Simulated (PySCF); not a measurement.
# C4H9NOSi (SMILES C=N[C@H]1CC[SiH2]O1): what the fields show

```xyz
16

C     2.0820    0.8005    0.9238
N     1.6889   -0.3709    0.7267
C     0.7342   -0.7092   -0.2693
C    -0.4939   -1.3351    0.4186
C    -1.4149   -0.1833    0.8173
Si   -1.0924    1.0636   -0.5881
O     0.2978    0.3572   -1.0801
H     1.7641    1.6704    0.3469
H     2.7974    0.9635    1.7170
H     1.2262   -1.4413   -0.9243
H    -0.9976   -1.9770   -0.3051
H    -0.1706   -1.9395    1.2652
H    -1.1123    0.2216    1.7833
H    -2.4427   -0.5228    0.9151
H    -2.0366    0.9897   -1.6957
H    -0.8374    2.4213   -0.1132
```

Geometry: GFN2-xTB.

Theory: PBE0/pcSseg-1, SCF density, gas phase, non-relativistic (PySCF 2.14.0).

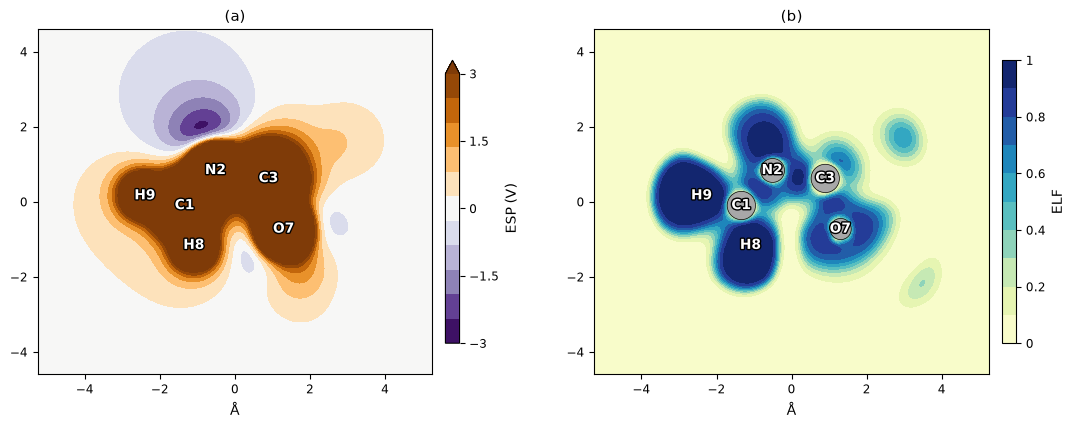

Figure 1. (a) molecular electrostatic potential; (b) electron localisation function on the plane of atoms N2, C3 and O7. Grey discs cover the atomic cores in the ELF map.

> What does the map show?

The plane passes through C, N, O and H nuclei. C–N (1.25 Å): the ELF peaks at about 0.90 between the atoms (a short, multiple covalent bond). C–O (1.41 Å): the ELF peaks at about 0.85 between the atoms (a shared but strongly polarised pair). C–H (1.08 Å): the ELF climbs to about 1 towards the hydrogen, as it does in any bond to H; a covalent bond by its length. C–N (1.42 Å): the ELF peaks at about 0.95 between the atoms (a covalent bond). The ELF also peaks beside O7 and N2, away from the bonds: lone-pair regions. Outside the dense part of the molecule the potential is most negative (−2.6 V) near N2.

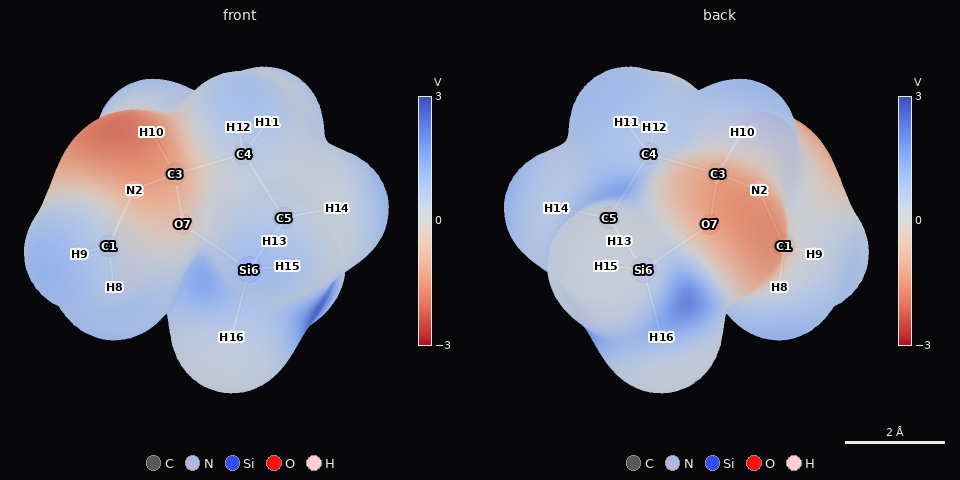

Figure 2. The molecular electrostatic potential painted on the density surface at 0.004 e/bohr³, seen from the front and from behind; the colour scale runs from red (negative) to blue (positive).

> Where is the surface potential most negative and most positive?

The most negative region (about −1.9 V) lies over N2, the most positive (about +2.4 V) over Si6. N2 is the likeliest acceptor of a hydrogen bond.

> How polar is the molecule by this calculation?

Its dipole moment is 1.37 D.
